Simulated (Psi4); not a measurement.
# ZrO (SMILES [O][Zr]): CCSD/def2-TZVP (core potential)

What is the vertical singlet–triplet gap of ZrO at CCSD/def2-TZVP (core potential)? 

The results are computed with Psi4 1.11.

### Step 1. Starting point

ZrO has 2 atoms, charge 0, and is taken as a singlet. SMILES: `[O][Zr]`. Geometry: the measured bond length.

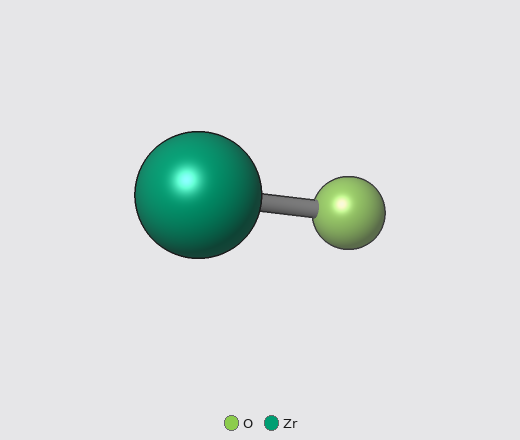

Viewed from a chosen angle; oxygen green, zirconium teal.

### Step 2. A single-point energy at CCSD/def2-TZVP (core potential)

job.in

```
memory 1600 mb

molecule {
  O      0.00000000     0.00000000     0.00000000
  Zr     0.00000000     0.00000000     3.23445523
  units bohr
  symmetry c1
}

set globals {
  basis           def2-TZVP
  puream          true
  e_convergence   1e-09
  d_convergence   1e-08
  scf_type        pk
  num_frozen_docc 1
}

result, w = energy('ccsd', return_wfn=True)
```

Command:

```bash
$ psi4 -i job.in -o job.out -n 1
```

job.out:

```text
[...]
    !!!  WARNING: ECP capability is in beta. Please check occupations closely.  !!!
[...]
  Running in c1 symmetry.
[...]
  Nuclear repulsion =   29.680423185205132
[...]
  Multiplicity = 1
[...]
  Nalpha       = 10
  Nbeta        = 10
[...]
    Number of basis functions: 71
[...]
   @RHF iter   1:  -121.02897127372337   -3.45142e-01   1.21102e-02 ADIIS/DIIS
[...]
   @RHF iter  16:  -121.38769061581317   -3.58114e-12   4.73492e-09 DIIS
[...]
    Orbital Energies [Eh]
    ---------------------
    Doubly Occupied:
       1A    -20.551543     2A     -2.629372     3A     -1.657848
       4A     -1.593495     5A     -1.593495     6A     -1.164256
       7A     -0.504951     8A     -0.494735     9A     -0.494735
      10A     -0.247409
[...]
  @RHF Final Energy:  -121.38769061581317
   => Energetics <=
    Nuclear Repulsion Energy =             29.6804231852051323
    One-Electron Energy =                -240.2725530613363105
    Two-Electron Energy =                  89.2044392603179972
    Total Energy =                       -121.3876906158131703
[...]
 Multipole Moments:
 ------------------------------------------------------------------------------------
     Multipole            Electronic (a.u.)      Nuclear  (a.u.)        Total (a.u.)
 ------------------------------------------------------------------------------------
 L = 1.  Multiply by 2.5417464519 to convert [e a0] to [Debye]
 Dipole X            :         -0.0000009            0.0000000           -0.0000009
 Dipole Y            :          0.0000006            0.0000000            0.0000006
 Dipole Z            :         17.2900608          -16.1050989            1.1849618
 Magnitude           :                                                    1.1849618
[...]
      * MP2 total energy                      = -121.941613383288157
[...]
      * CCSD total energy                     = -121.918246097163262
[...]
```

It took 7.8 s on 1 thread of Intel Xeon 6975P-C (Granite Rapids), shared host; peak memory 0.43 GiB.

### Step 3. The triplet

job.in

```
memory 1600 mb

molecule mol {
  0 3
  O
  Zr 1 1.7116
  symmetry c1
}

set globals {
  basis def2-TZVP
  reference uhf
  puream true
  e_convergence 1e-09
  d_convergence 1e-08
  scf_type pk
  num_frozen_docc 1
  maxiter 200
}

energy('ccsd')
```

Command:

```bash
$ psi4 job.in job.out -n 1
```

job.out:

```text
[...]
    !!!  WARNING: ECP capability is in beta. Please check occupations closely.  !!!
[...]
  Running in c1 symmetry.
[...]
  Nuclear repulsion =   29.680423127085774
[...]
  Multiplicity = 3
[...]
  Nalpha       = 11
  Nbeta        = 9
[...]
    Number of basis functions: 71
[...]
   @UHF iter   1:  -121.09508360649487   -4.16435e-01   1.15080e-02 DIIS/ADIIS
[...]
   @UHF iter  21:  -121.41329200966567   -3.99325e-12   4.87205e-09 DIIS
[...]
   @S^2 Observed:                2.027036128E+00
[...]
    Orbital Energies [Eh]
    ---------------------
    Alpha Occupied:
       1A    -20.490220     2A     -2.546953     3A     -1.583877
       4A     -1.541432     5A     -1.541432     6A     -1.094735
       7A     -0.438933     8A     -0.433190     9A     -0.433190
      10A     -0.306519    11A     -0.244517
    Alpha Virtual:
      12A      0.007029    13A      0.007029    14A      0.039109
      15A      0.073434    16A      0.114634    17A      0.132747
      18A      0.132747    19A      0.139460    20A      0.213327
      21A      0.216389    22A      0.216389    23A      0.254922
      24A      0.254922    25A      0.261725    26A      0.266134
[...]
  @UHF Final Energy:  -121.41329200966567
   => Energetics <=
    Nuclear Repulsion Energy =             29.6804231270857741
    One-Electron Energy =                -241.5510718466349545
    Two-Electron Energy =                  90.4573567098835269
    Total Energy =                       -121.4132920096656676
  UHF NO Occupations:
  HONO-2 :    9  A 1.9956172
  HONO-1 :   10  A 1.0000000
[...]
 Multipole Moments:
 ------------------------------------------------------------------------------------
     Multipole            Electronic (a.u.)      Nuclear  (a.u.)        Total (a.u.)
 ------------------------------------------------------------------------------------
 L = 1.  Multiply by 2.5417464519 to convert [e a0] to [Debye]
 Dipole X            :         -0.0000014            0.0000000           -0.0000014
 Dipole Y            :         -0.0000014            0.0000000           -0.0000014
 Dipole Z            :         17.8496608          -16.1050990            1.7445618
 Magnitude           :                                                    1.7445618
[...]
      * MP2 total energy                      = -121.924924657405754
[...]
      * CCSD total energy                     = -121.907667956933835
[...]
```

Wall time 17 s (1 thread of Intel Xeon 6975P-C (Granite Rapids), shared host); peak memory 0.45 GiB.

### Step 4. Outcome

Level: CCSD/def2-TZVP (core potential), 1 core orbital frozen.

```
                                                           quantity          value
                                              singlet: total energy  -121.91825 Eh
                       singlet: HOMO energy (Hartree–Fock orbitals)       -6.73 eV
                       singlet: LUMO energy (Hartree–Fock orbitals)        0.32 eV
                     singlet: HOMO–LUMO gap (Hartree–Fock orbitals)        7.05 eV
                singlet: correlation energy (1 core orbital frozen)     -530.6 mEh
                                             singlet: T1 diagnostic          0.026
                                              triplet: total energy  -121.90767 Eh
triplet: HOMO energy (Hartree–Fock orbitals) (highest over α and β)       -6.65 eV
 triplet: LUMO energy (Hartree–Fock orbitals) (lowest over α and β)        0.04 eV
                triplet: correlation energy (1 core orbital frozen)     -494.4 mEh
                         triplet: ⟨S²⟩ of the reference determinant          2.027
                                             triplet: T1 diagnostic          0.040
                   vertical energy of the triplet above the singlet       0.288 eV
```

In words: At this shape the triplet lies 0.29 eV (27.8 kJ/mol) above the singlet.
